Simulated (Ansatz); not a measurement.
SnH3O2 (SMILES [OH][SnH][OH]): methods side by side

SnH3O2 has 6 atoms, charge 0, and is taken as a doublet. As SMILES, `[OH][SnH][OH]`. Geometry: optimised at B3LYP/def2-SVP. This is one conformer, not always the lowest.

```xyz
6

O    -1.3064   -0.6930   -0.2417
Sn    0.4129    0.2846   -0.6493
O     1.4153   -0.0107    1.0594
H    -1.8866   -0.7833   -1.0116
H     0.1449    2.0352   -0.6235
H     1.2618   -0.8967    1.4207
```

Quantity: the dissociation energy of the H5–Sn2 bond into doublet H and singlet SnH2O2 (shapes relaxed at B3LYP/def2-SVP, no zero-point term), in eV. The values are calculated.

```csv
level,kind,program,value (eV),CPU time (all runs)
UHF/def2-TZVP (core potential),Hartree–Fock,Ansatz,0.83,4.1 s
USVWN5/def2-TZVP (core potential),LDA,Ansatz,1.26,3.9 s
UBLYP/def2-TZVP (core potential),GGA,Ansatz,0.95,8 s
U-r2SCAN/def2-TZVP (core potential),meta-GGA,Ansatz,1.15,17 s
UB3LYP/def2-TZVP (core potential),global hybrid,Ansatz,1.02,9.3 s
U-wB97M-V/def2-TZVP (core potential),range-separated hybrid,Ansatz,1.05,38 s
UCAM-B3LYP/def2-TZVP (core potential),range-separated hybrid,Ansatz,1.05,12 s
UB2PLYP/def2-TZVP (core potential),double hybrid,Ansatz,0.92,18 s
RPA@PBE/def2-TZVP (core potential),RPA,Ansatz,0.97,18 s
```

Spin-orbit coupling, which can split open shells on such heavy atoms by tenths of an eV, is left out. The values span 0.83 to 1.26 eV. A fragment with an even electron count was run as a singlet and may have a lower triplet. Measured bond enthalpies also hold zero-point and thermal terms, a few tenths of an eV less. Times are those of the runs behind each value, whatever else they computed, on shared processors of several kinds: orders of magnitude only.

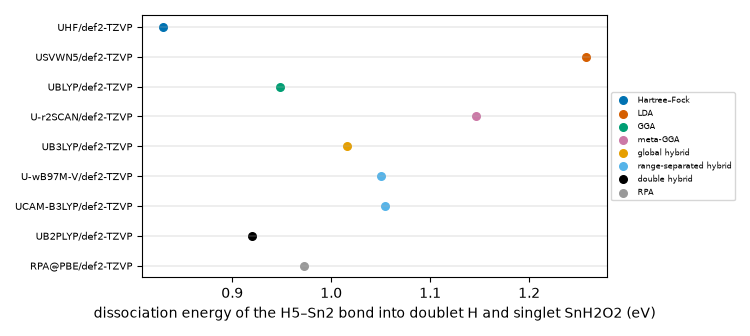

The values of the table, level by level.
